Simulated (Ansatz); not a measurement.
Input

```
crystal:
  periodic: [false, false, false]
  atoms:
    - { symbol: Si, position_ang: [0.0, 0.0, 0.0] }
    - { symbol: F, position_ang: [0.0, 0.0, 1.94] }
    - { symbol: O, position_ang: [1.5842, 0.0, -0.5594] }
    - { symbol: H, position_ang: [1.9006, -0.9521, -0.6761] }
    - { symbol: H, position_ang: [-0.6877, 1.1914, -0.4862] }
    - { symbol: H, position_ang: [-0.6877, -1.1914, -0.4862] }
    - { symbol: O, position_ang: [1.0384, 1.566, 0.6243] }
    - { symbol: H, position_ang: [1.8153, 1.2522, 1.1883] }
    - { symbol: H, position_ang: [0.6351, 0.9578, 1.6846] }
basis:
  gaussian: { orbitals: "6-31G*" }
hamiltonian:
  xc: lda
relax:
  f_tol: 0.15
  max_steps: 25
  restrain:
    - { distance: [0, 6], at: 2.88, k: 30.0 }
    - { distance: [8, 1], at: 2.12, k: 30.0 }
    - { distance: [0, 1], at: 1.59, k: 30.0 }
    - { distance: [8, 6], at: 1.01, k: 30.0 }
output:
  orbitals: {}
```

Command:

```sh
ansatz run input.yaml --threads 1 --pin off --max-ram 2048MiB --backend cpu --events-out ev --progress --plain --runs-dir out
```

The fields are those of the run's last geometry, not of the input's.

Not at a stationary point (largest force 0.7 eV/Å).

These are results of Ansatz 0.2.0, RKS LDA/6-31G*, not measurements.

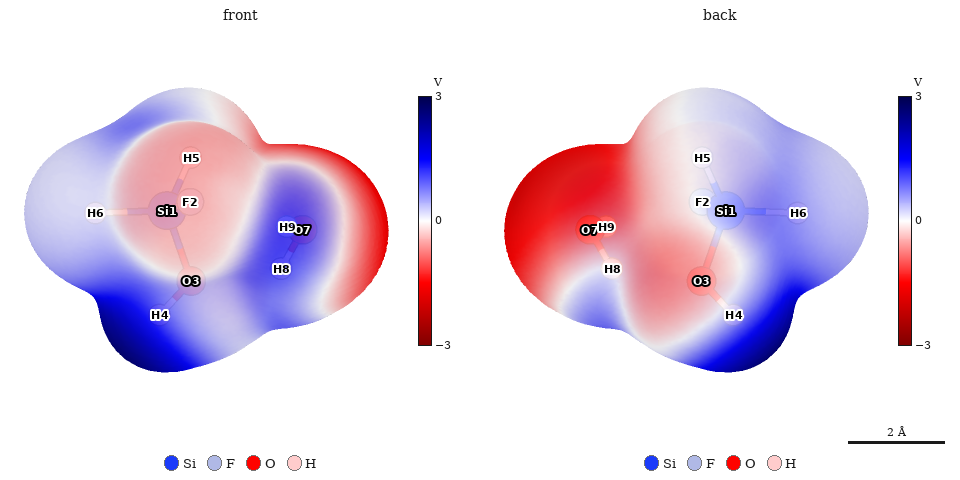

FH$_{3}$OSi···H$_{2}$O. The electrostatic potential painted on the density surface at 0.001 e/bohr³, seen from the front and from behind; the colour scale runs from red (negative) to blue (positive).

Q: Where is the surface potential most negative and most positive?

A: The most negative region (about −1.9 V) lies over O7, the most positive (about +2.6 V) over H4. O7 is the likeliest acceptor of a hydrogen bond.
